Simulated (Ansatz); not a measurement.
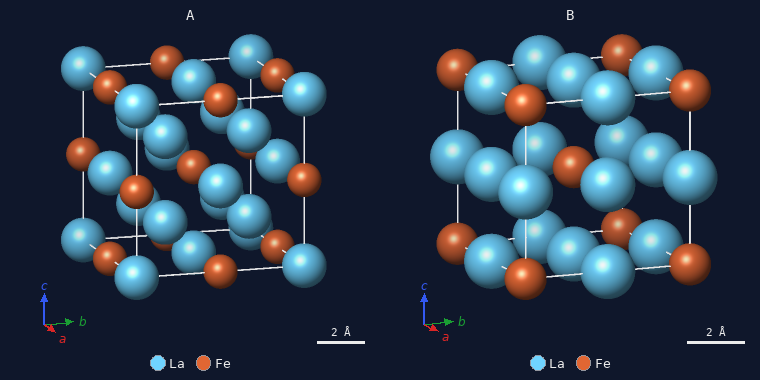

Two structures of La$_{3}$Fe, each relaxed to rest (conventional cells in solid outline, small ones repeated, not to one scale). Method: DFT PBE, scalar-relativistic, plane waves, PAW in Ansatz, with collinear spins.

What are the two structures?

A: D0₃ (BiF₃ or Fe₃Al type), Fm-3m. B: 8 atoms a cell on a body-centred cubic lattice, Im-3m.

Which has the lower energy, and by how much?

A is lower, by 349 meV/atom at this level of theory (energies at zero smearing). Volumes: A 27.7, B 30.8 Å³/atom.

One or both may be structure types tried for this composition rather than known phases.
